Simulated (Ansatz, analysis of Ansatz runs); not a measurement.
# Migration in MgTiF6 (R-3): V_F hop (2.5 Å), charge +1, part 2 of 4

Wanted: path and barrier of a jump of F in MgTiF6 (R-3) at charge +1. The case: V_F hop (2.5 Å), in a cell of 64 host atoms with 1 F taken out.

Ansatz 0.2.0; plane-wave PAW DFT, PBEsol; nudged elastic band between two relaxed defect structures at fixed charge in a uniform background.

So far: The starting structure; Relaxation of the start point, charge +1.

## Step 3: Relaxation of the end point, charge +1

Level of this step: plane-wave PAW DFT, PBEsol; relaxation of all atoms of a defect supercell at fixed charge in a uniform background (Ansatz).

The end point is relaxed in the same cell and settings, so that the two energies compare. Atoms more than 3.2 Å from the middle of the hop start where the first relaxation left them, the nearer ones on or close to their ideal places, with small random displacements.

Input file qp1.end/input.yaml:

```yaml
crystal:
  lattice:
    - [5.4311162, 3.1356564, 8.90059419]
    - [-5.4311162, 3.1356564, 8.90059419]
    - [0.0, -6.2713128, 8.90059419]
  atoms:
    - { symbol: Mg, position: [0.25089825, 0.24966696, 0.25065914] }
    - { symbol: Ti, position: [0.00424807, 0.00115191, -0.00172001] }
[... 10 atom lines left out ...]
    - { symbol: F, position: [0.39007989, 0.36774589, 0.62109681] }
[... 8 atom lines left out ...]
    - { symbol: F, position: [0.36774589, 0.62109681, 0.39007989] }
[... 2 atom lines left out ...]
    - { symbol: Mg, position: [0.25, 0.75, 0.75] }
[... 1 atom line left out ...]
    - { symbol: F, position: [0.578772, 0.664191, 0.378878] }
    - { symbol: F, position: [0.12858979, 0.87781896, 0.6161797] }
    - { symbol: F, position: [0.39007989, 0.86774589, 0.62109681] }
[... 9 atom lines left out ...]
    - { symbol: F, position: [0.62109681, 0.39007989, 0.36774589] }
[... 4 atom lines left out ...]
    - { symbol: F, position: [0.63225411, 0.37890319, 0.60992011] }
[... 4 atom lines left out ...]
    - { symbol: Mg, position: [0.75, 0.75, 0.25] }
[... 4 atom lines left out ...]
    - { symbol: F, position: [0.86081468, 0.60889899, 0.39472515] }
    - { symbol: F, position: [0.62109681, 0.89007989, 0.36774589] }
[... 1 atom line left out ...]
    - { symbol: Ti, position: [0.5, 0.5, 0.5] }
[... 5 atom lines left out ...]
    - { symbol: F, position: [0.61462062, 0.62781287, 0.87931025] }
total_charge: 1
basis:
  ecutwfc: 420
  xc_grid: 2
hamiltonian:
  xc: pbesol
kpoints:
  mp_grid: { grid: [1, 1, 1], shift: [0.25, 0.25, 0.25] }
scf:
  occupations: { method: fixed }
  max_iter: 120
output:
  forces: true
relax:
  f_tol: 0.02
  max_steps: 70
  random_displacement: { amplitude: 0.01, seed: 4424 }
```

Run with:

```sh
ansatz run input.yaml --threads 4 --pin off --max-ram 14131MiB --backend cpu --events-out ev --progress --plain --runs-dir out
```

Numbers of over 12 decimals in the logs are rounded to 6 here.

What it wrote:

```text
[...]
Crystal: 63 atoms, lattice volume = 909.469 Å³
Basis set: ecut = 420 eV, 17849 PW (Γ), exchange–correlation on 150×150×150 points (8 copies of the dense FFT grid, shifted against one another)
Bands: 315, of which v1, the nominal top of the filled ones, is band 252 counted from 1 (251 counted from 0)
Symmetry: 1 space group operations
k-points: 1
[...]
SCF iter   1: F=—  HF=-72798.491324 eV  |F-HF|=—  |Δ(HF+E_count)|=         —  Δρ=9.69e-3  dr2=8.19e-1  ethr=1.77e-3  ⟨swp⟩=5.0  Hψ=909  notcnv=0  defer=60
[...]
SCF iter   9: F=-72798.274633 eV  HF=-72798.274631 eV  |F-HF|=1.78e-6  |Δ(HF+E_count)|=   9.91e-6  Δρ=1.25e-5  dr2=1.86e-6  ethr=1.98e-9  ⟨swp⟩=4.0  Hψ=966  notcnv=0
SCF 1 converged in 9 iterations: F = -72798.274633 eV  dr2 = 1.86e-6
[...]
F+E_penalty+E_count = -72799.61912134 eV   max|allowed force component| = 2.094e-3 eV/Å
  atoms:
    - { symbol: Mg, position: [0.250386, 0.248971, 0.251717] }
    - { symbol: Ti, position: [-0.002155, 0.002148, 0.003145] }
[...]
- { symbol: F, position: [0.390188, 0.378420, 0.612513] }
[...]
- { symbol: F, position: [0.363675, 0.632574, 0.405245] }
[...]
- { symbol: Mg, position: [0.235366, 0.768034, 0.762677] }
    [... 1 atom left out ...]
    - { symbol: F, position: [0.597502, 0.634821, 0.401882] }
    [... 1 atom left out ...]
    - { symbol: F, position: [0.393609, 0.859866, 0.611217] }
[...]
- { symbol: F, position: [0.631636, 0.401858, 0.336262] }
    [... 4 atoms left out ...]
    - { symbol: F, position: [0.620732, 0.382152, 0.611161] }
    [... 4 atoms left out ...]
    - { symbol: Mg, position: [0.752967, 0.751693, 0.248873] }
    [... 5 atoms left out ...]
    - { symbol: F, position: [0.632668, 0.891729, 0.366910] }
    [... 1 atom left out ...]
    - { symbol: Ti, position: [0.518520, 0.487059, 0.476792] }
    [... 6 atoms left out ...]
[key lines of the parts left out:]
SCF converged after 9 iterations
Free energy (F): -72799.619121 eV
Fermi energy:    -0.201085 eV
```

Run time: 46 s. Hardware: 4 threads of Intel Xeon 6975P-C (Granite Rapids), shared host; peak memory 1.7 GiB.

The steps of the relaxation:

```
step  energy less that of the first step (eV)  largest force component (eV/Å)
   1                                   0.0000                          2.4394
   2                                  -0.9051                          1.1300
   3                                  -1.1780                          0.4712
   4                                  -1.3318                          0.0637
   5                                  -1.3421                          0.0190
   6                                  -1.3437                          0.0205
   7                                  -1.3381                          0.0997
   8                                  -1.3445                          0.0021
```

Relaxation step 7 was tried and not accepted.

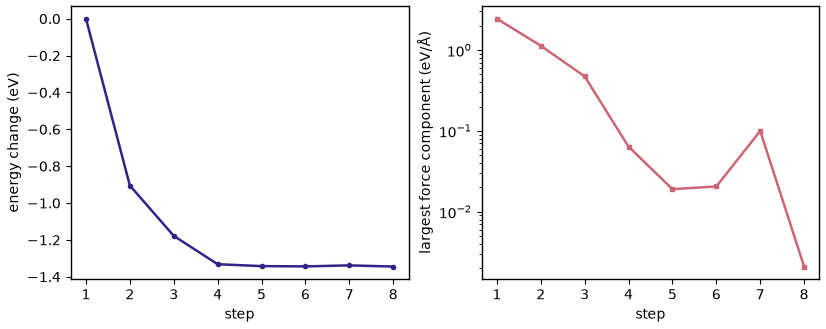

Energy and largest force along the relaxation.

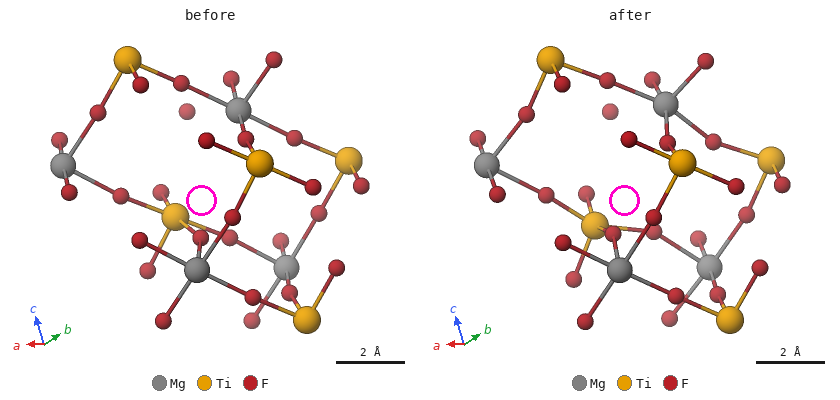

Before and after: the atoms that start within 5 Å of the centre. F46, which moves most, is ringed if it is among them. A ring with no atom in it marks the empty centre. Bonds to atoms that aren't drawn are left out.

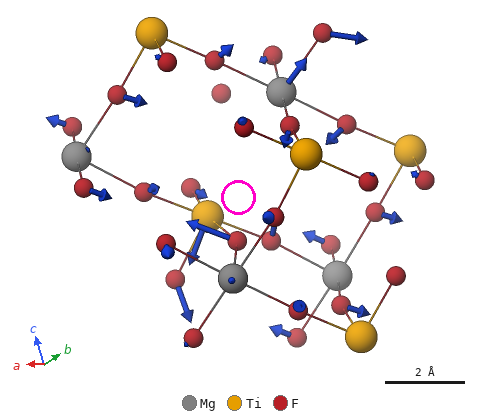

Displacements in the relaxation from the typed sites near the centre, exaggerated; the longest in the cell stands for 0.36 Å. A ring marks the centre wherever it is empty. Bonds to atoms that aren't drawn are left out.

The atoms that moved most (Å, from the sites as typed, ahead of the random displacement):

```
atom      dx      dy      dz  length
 F46  -0.216   0.063   0.282   0.361
 F20   0.158  -0.120  -0.299   0.359
 F27   0.260  -0.178   0.109   0.334
 F53  -0.257   0.048  -0.196   0.327
 F16   0.196  -0.123   0.175   0.290
Ti57   0.170   0.162  -0.158   0.283
 F39  -0.008   0.267  -0.082   0.279
 F31  -0.244   0.082  -0.102   0.277
```

Neighbours of F27 at the end:

```
atom  distance (Å)
Ti57         1.833
Mg49         2.112
 F44         2.531
 F22         2.540
 F39         2.773
 F55         2.824
 F54         2.853
 F52         2.854
```

This step gave:

| Item | Value |
| --- | --- |
| free energy | -72799.6191 eV |
| r.m.s. move of the farther half of the atoms | 0.1270 Å |
| largest move from the ideal geometry of this structure, a common shift of the far atoms taken out | 0.3312 Å |

The relaxation gained 1.344 eV and ended with a largest force component of 0.0021 eV/Å. The end lies within 1 meV of the start.

(Part 2 of 4 ends here.)

[Logs are printed without paths, hosts, clocks, repeated set-up lines and the standing remarks that a program may print on its own settings, such as how far it seeks lower states.]

[Hosts, paths, dates, database ids (printed as entryN), source tags and the programs' standing remarks are cut or masked in the printed files.]
